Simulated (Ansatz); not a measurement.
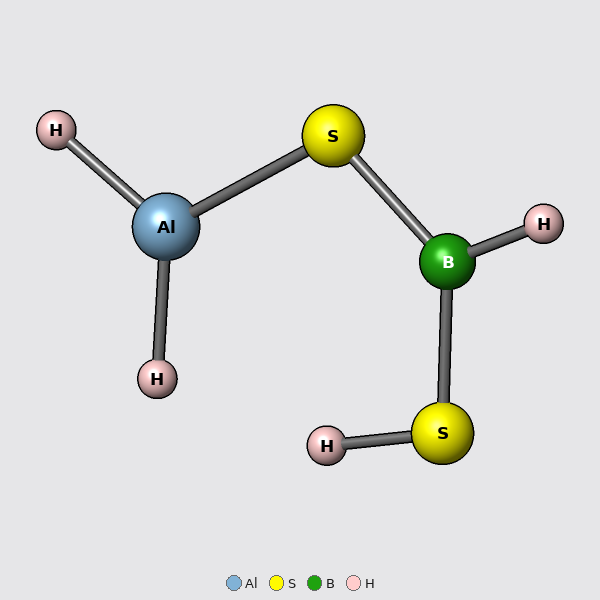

The picture shows a molecular structure as a ball-and-stick model.

> Which formula does it have?

AlBH₄S₂, 8 atoms: 1 aluminium, 1 boron, 4 hydrogen and 2 sulfur.

> Which point group does it belong to?

Cs.

> Count the bonded pairs by element.

2 B–S, 2 Al–H, 1 Al–S, 1 B–H, 1 S–H.

> How many sets of symmetry-equivalent atoms are there?

8: 1 Al, 1 S, 1 B, 1 S, 1 H, 1 H, 1 H, 1 H.

The parts below concern this one geometry. Atoms keep their numbers from picture to picture. The computed structure is the end point of a PBE0-D4/def2-TZVP optimisation.

Electronic properties

Method: RKS SPW92 (LDA)/def2-TZVPP (Ansatz 0.2.0).

> Estimate the HOMO–LUMO gap.

3.68 eV.

> Give the HOMO energy (Kohn–Sham orbital) at this level.

−6.75 eV.

Charges

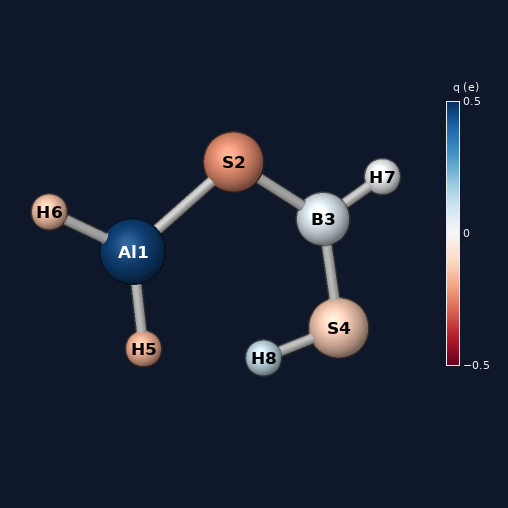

Atoms are coloured by their Mulliken charges. Level of theory: RKS r2SCAN-D4/def2-TZVPP (Ansatz 0.2.0).

> Which atom carries the highest charge (most positive or least negative)?

Al1 (0.47 e).

> And the lowest?

S2 (−0.23 e).

Give the Mulliken charges atom by atom.

```tsv
atom	value (e)
Al1	0.47
S2	−0.23
B3	0.06
S4	−0.12
H5	−0.17
H6	−0.14
H7	0.02
H8	0.12
```

Thermal motion

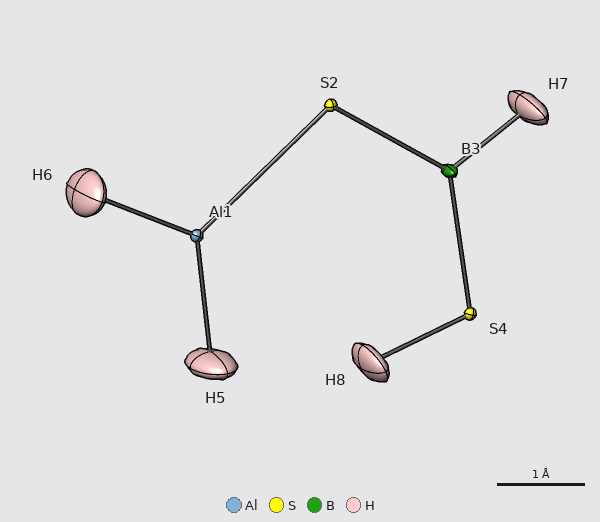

Displacement ellipsoids at the 50 % level, from the internal vibrations of the free molecule (harmonic, no overall translation or rotation; no half-axis is drawn under 0.075 Å). Vibrations computed with RKS PBE0-D4/def2-TZVP (Ansatz 0.2.0). Temperature: 100 K.

> Which atom has the largest mean-square displacement?

H5, with U_eq = 0.0403 Å².

> Does H7 move more along its bond or across it?

Across it: the root-mean-square amplitude is 0.092 Å along the bond and up to 0.299 Å across, since bending and torsion are softer than stretching.

List U_eq and the three principal root-mean-square amplitudes for each kind of atom.

```
atom  U_eq (Å²)   rms amplitudes (Å)
 Al1     0.0013  0.025, 0.026, 0.052
  S2     0.0012  0.024, 0.036, 0.040
  B3     0.0050  0.038, 0.052, 0.104
  S4    0.00091  0.021, 0.021, 0.043
  H5     0.0403  0.098, 0.174, 0.285
  H6     0.0392  0.104, 0.176, 0.276
  H7     0.0381  0.092, 0.129, 0.299
  H8     0.0339  0.085, 0.156, 0.265
```

Mulliken values depend strongly on the basis set and can even reverse the polarity of a bond.
